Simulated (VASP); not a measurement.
Data:

```
Ni
1.0
    0.00000     1.73574     1.73574
    1.73574     0.00000     1.73574
    1.73574     1.73574     0.00000
Ni
1
Direct
  0.00000   0.00000   0.00000
```
Starting moments (μB, in the order of the record's atoms Ni): 0.8.

Computed with r2SCAN+rVV10, VASP's PBE PAW potentials (set 64) (plane waves; VASP). Settings: 520 eV cut-off, 20×20×20 Γ-centred mesh, tetrahedra with Blöchl corrections, potentials Ni.

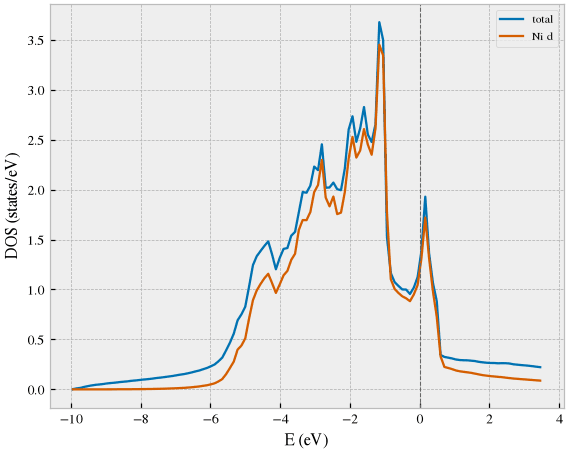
Figure: Total and projected density of states, zero at the Fermi level

Within 2 eV below the Fermi level the largest weight inside VASP's projection spheres is Ni d.

It has no gap at this level: it comes out as a metal or semimetal.

The compound is Ni in the fcc structure. It was relaxed first.
